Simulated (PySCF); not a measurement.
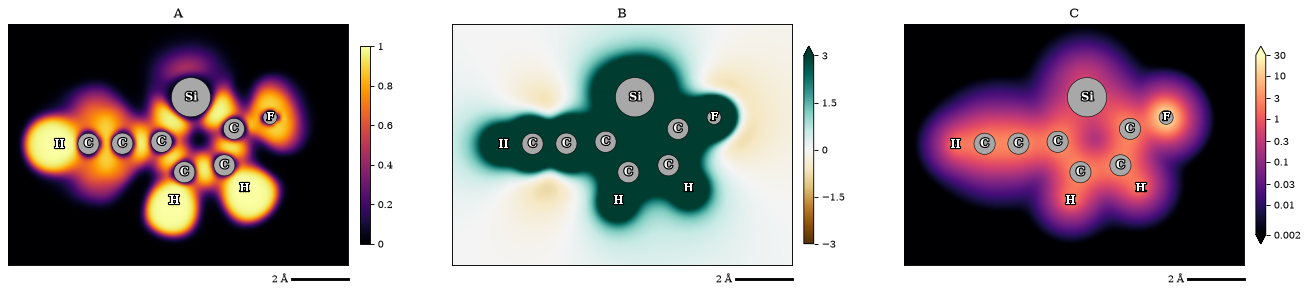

C6H5FSi (SMILES C#CC1=CC=C(F)[SiH2]1): 3 fields on the plane of atoms C2, C3 and C4, with unlabelled colour scales. Grey discs cover the atomic cores.

Geometry: GFN2-xTB.

Theory: PySCF 2.14.0, PBE0/pcSseg-1, SCF density, gas phase, non-relativistic.

```xyz
13

C    -0.0333   -0.1058   -3.1432
C    -0.0820   -0.0321   -1.9426
C    -0.0886    0.0258   -0.5473
C    -1.0636    0.6129    0.1845
C    -0.9150    0.5825    1.6225
C     0.1933   -0.0353    2.0535
F     0.4893   -0.1540    3.3641
Si    1.2395   -0.6891    0.6095
H    -0.0098   -0.1596   -4.1904
H    -1.9273    1.0900   -0.2553
H    -1.6546    1.0309    2.2678
H     1.3161   -2.1470    0.5830
H     2.5317   -0.0187    0.4977
```

### Which field does each panel show? The fields are: electron density, electron localisation function and electrostatic potential.

Panel A: electron localisation function. Panel B: electrostatic potential (strongly positive close to the atoms, with negative regions outside electron-rich atoms). Panel C: electron density. From the grid: C–C (1.20 Å): the density is about 2.7 e/Å³ at the midpoint; the ELF peaks at about 0.85 between the atoms; a short, multiple covalent bond. C–F (1.35 Å): ρ is about 2.2 e/Å³ halfway, with its minimum of 1.7 e/Å³ about 0.5 Å from C; the ELF peaks at about 0.85 between the atoms, as expected for a shared but strongly polarised pair.
